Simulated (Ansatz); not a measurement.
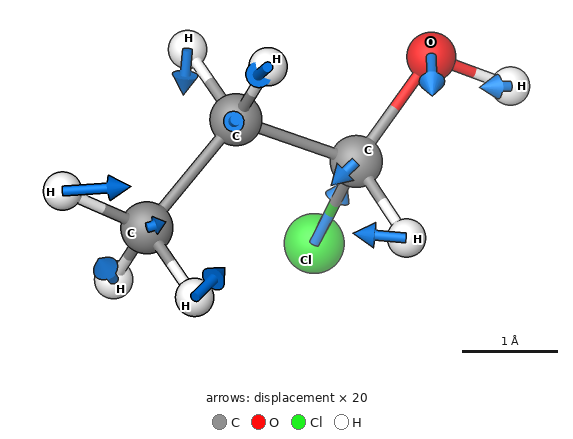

This is a relaxation of C₃H₇ClO. The starting structure is drawn; blue arrows show the displacements, 20 times their true length. The two geometries are superimposed by the best rigid fit.

Style: ball-and-stick. Shown at a tilt.

The start comes from PBE-D4/def2-SVP.

Theory: RKS PBE0-D4/def2-TZVP in Ansatz 0.2.0. (force threshold 0.005 eV/Å; at most 150 steps)

> What happened in the run?

Over 6 geometry steps the energy falls by 0.056 eV. Largest force component: 0.68 eV/Å at the start, 0.0022 eV/Å at the end. The atom that moves furthest after the best rigid fit is the Cl atom (0.042 Å). Largest moves by element: Cl 0.042 Å, H 0.037 Å, O 0.032 Å, C 0.019 Å. Near-neighbour distances that change, for instance: C–Cl 1.871 → 1.827 Å, C–H 1.112 → 1.095 Å, H–O 0.976 → 0.962 Å, C–C 1.519 → 1.506 Å. The run took of the order of 90 core-seconds on a shared host.
